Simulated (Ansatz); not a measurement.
SiNH₆OF: several calculations on one system

**1. Relaxation**

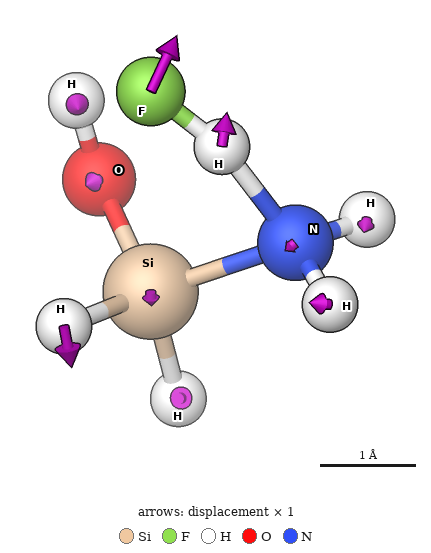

This is a relaxation of SiNH₆OF (started from a transition state, displaced along its imaginary mode). The starting structure is drawn; purple arrows show the displacements, at their true length. The two geometries are superimposed by the best rigid fit.

A ball-and-stick model, seen at a tilt.

Theory: Ansatz 0.2.0, RKS PBE0-D4/def2-TZVP.

Input file:
```yaml
crystal:
  periodic: [false, false, false]
  atoms:
    - {symbol: Si, position_ang: [-0.715951, -0.008878, 0.516242]}
    - {symbol: F, position_ang: [1.652805, -0.900780, -0.009962]}
    - {symbol: H, position_ang: [-0.846996, -1.483386, 0.698549]}
    - {symbol: H, position_ang: [-1.996593, 0.668797, 0.575323]}
    - {symbol: O, position_ang: [0.234029, 0.757438, 1.608080]}
    - {symbol: H, position_ang: [1.046465, -0.455810, -0.617655]}
    - {symbol: N, position_ang: [-0.042360, 0.183230, -1.142319]}
    - {symbol: H, position_ang: [1.134522, 0.418288, 1.687964]}
    - {symbol: H, position_ang: [-0.536308, -0.322956, -1.869854]}
    - {symbol: H, position_ang: [0.070287, 1.144060, -1.446467]}
basis:
  gaussian: {orbitals: def2-TZVP}
hamiltonian: {xc: pbe0, dispersion: d4}
relax: {f_tol: 0.005, max_steps: 200}
```

**Which element moves most?**

Fluorine: up to 0.67 Å, against 0.49 Å for hydrogen.

**Describe the change and its energy.**

The energy falls by 0.407 eV in 11 accepted moves (12 points after the start). Largest force component: 1.9 eV/Å at the start, 0.0022 eV/Å at the end. The line search rejected the trial step at point 5 of the run. The largest move after the best rigid fit is that of F2, 0.67 Å. Largest moves by element: F 0.67 Å, H 0.49 Å, O 0.24 Å, Si 0.18 Å, N 0.15 Å. Among the contacts that change: Si1–F2 2.585 → 3.218 Å, Si1–H6 2.143 → 2.583 Å, H6–N7 1.367 → 1.655 Å, Si1–N7 1.800 → 1.759 Å. Bond angles that change, for instance: H4–Si1–N7 108.5° → 113.2°, O5–Si1–N7 110.3° → 108.3°. Groups turn about Si1–N7 by about 20°. The run took about 90 core-seconds on a shared host.

**2. Relaxation**

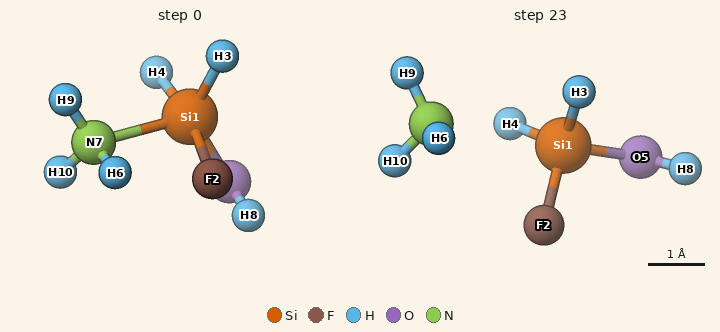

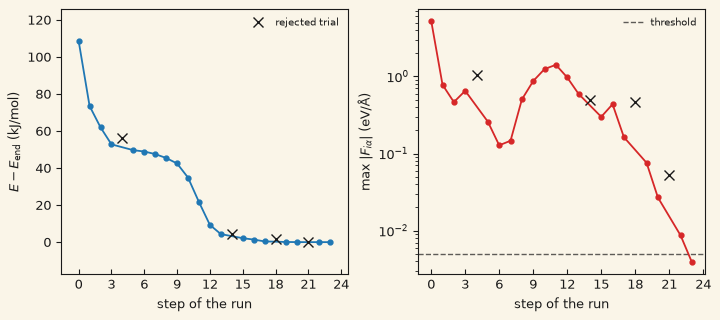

First and last geometry of a relaxation of SiNH₆OF (started from a transition state, displaced along its imaginary mode), with the history of the run. Style: ball-and-stick. Shown at a tilt.

The calculation used Ansatz, RKS PBE0-D4/def2-TZVP. Settings: force threshold 0.005 eV/Å; at most 200 steps.

Did the run converge, and what did it change?

It converged. After 19 accepted moves (23 points after the start) the energy has fallen by 108.6 kJ/mol. Largest force component: 5.3 eV/Å at the start, 0.0039 eV/Å at the end. The line search rejected the trial steps at points 4, 14, 18, 21 of the run. H8 moves most after the best rigid fit: 1.65 Å. Largest moves by element: H 1.65 Å, F 1.38 Å, O 1.03 Å, N 0.63 Å, Si 0.60 Å. Some distances before and after: Si1–H6 2.164 → 3.166 Å, Si1–N7 1.928 → 2.714 Å, Si1–F2 1.868 → 1.606 Å, H6–N7 0.925 → 1.013 Å. Bonds break, among them: Si1–N7 (1.93 → 2.71 Å). Among the angles between lasting bonds that change: F2–Si1–H4 169.1° → 112.5°, F2–Si1–H3 85.9° → 109.1°, H3–Si1–O5 131.0° → 107.9°.

**3. Reaction**

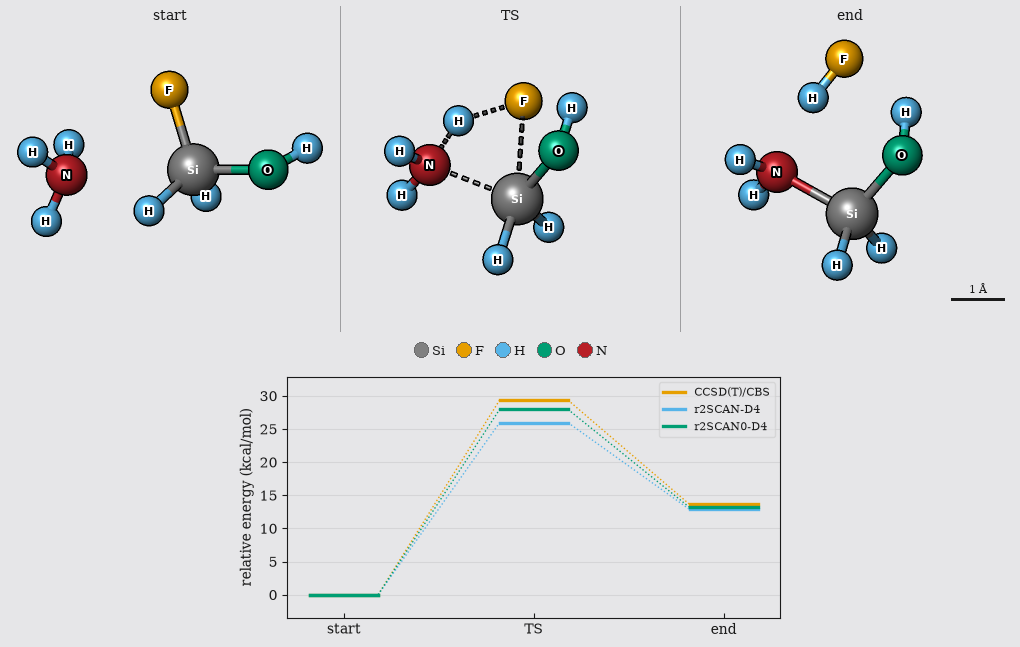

A reaction step of SiNH₆OF, with its energy diagram. Style: ball-and-stick. Shown at a tilt. Dashed sticks mark bonds that form or break.

Stationary points at PBE0-D4/def2-TZVP, single-point energies with CCSD(T)/CBS, r2SCAN-D4, r2SCAN0-D4 (def2-TZVPP where no basis is named; Ansatz 0.2.0). The energies are electronic, without zero-point or thermal terms, and both ends are the minima reached downhill from the saddle, with any fragments still in contact. CCSD(T)/CBS stands for a frozen-core estimate: MP2 correlation extrapolated from def2-TZVPP and def2-QZVPP, CCSD(T) minus MP2 from the smaller set.

Question: What happens, and what does it cost?

Answer: Counted by bonded pieces, the start holds NH₃ + SiH₃OF and the end holds HF + SiH₅NO. From the start over the saddle to the end, bonds form: N–Si (2.71 → 1.86 → 1.76 Å), F–H (2.92 → 1.33 → 0.97 Å). Bonds break: F–Si (1.61 → 2.22 → 3.22 Å), H–N (1.01 → 1.13 → 1.65 Å). The saddle has one imaginary mode, 442i cm⁻¹. With CCSD(T)/CBS the barrier is 29.4 kcal/mol from the start and 15.7 kcal/mol from the end, and the end lies 13.6 kcal/mol above the start.

```tsv
level	barrier from the start (kcal/mol)	barrier from the end (kcal/mol)	the end less the start (kcal/mol)
CCSD(T)/CBS	29.4	15.7	13.6
r2SCAN-D4	26.0	13.1	12.9
r2SCAN0-D4	28.0	14.8	13.2
```

Against CCSD(T)/CBS, r2SCAN0-D4 comes closest on the barrier from the start (−1.4 kcal/mol) and r2SCAN-D4 misses most (−3.4 kcal/mol).

Limits of the set-up: the start holds two separate molecules, 2.7 Å apart at their closest, whose relative position is a soft coordinate.
